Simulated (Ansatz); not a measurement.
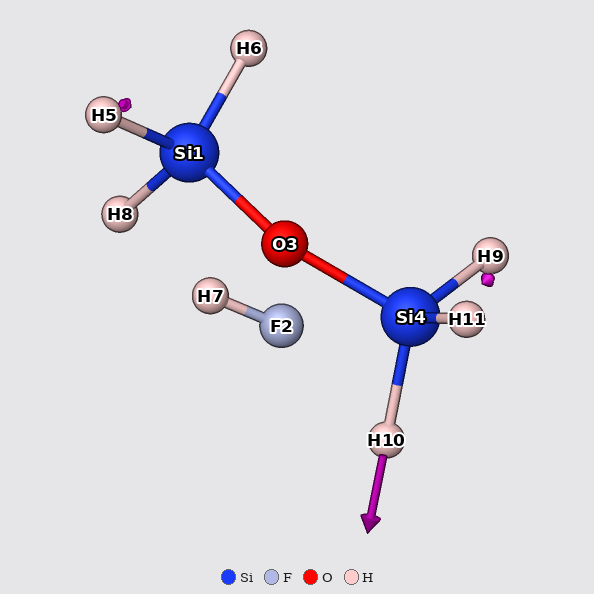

The arrows show one normal mode. Harmonic vibrations computed with RKS PBE0-D4/def2-TZVP (Ansatz 0.2.0) at a stationary point of the same level.

Question: Describe the motion.

Answer: Mostly Si–H stretching.

Question: At what wavenumber does it lie?

Answer: 2251 cm⁻¹; it is mode 25 of 27 counted from the lowest.
